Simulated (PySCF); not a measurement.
SMILES c1c([SiH3])ccc(c1)[SiH2]N (C₆H₁₁NSi₂), GFN2-xTB optimised geometry. Atoms within 1.6 Å of the plane z = 1.5 Å (x, y, z in Å): Si8 (-0.43, -0.67, 0.00), N9 (-0.88, -1.36, 1.52), H17 (-1.03, 0.67, 0.00), H18 (1.03, -0.67, 0.00), H19 (-0.47, -2.24, 1.78), H20 (-1.85, -1.35, 1.79).

Computed with PBE0/def2-SVP run with PySCF 2.14.0. Cells within 0.4 Å of a nucleus heavier than hydrogen are left out (blank, or x).

Map of the electrostatic potential (hartree/e), clipped to [-0.08, 0.12] on the plane z = 1.5 Å:

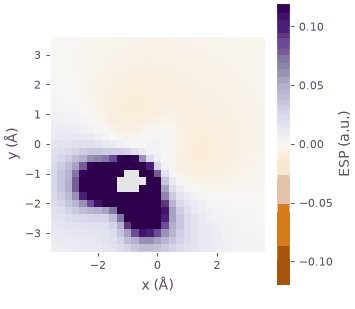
Electrostatic potential (hartree/e), clipped to [-0.08, 0.12] on the plane z = 1.5 Å.
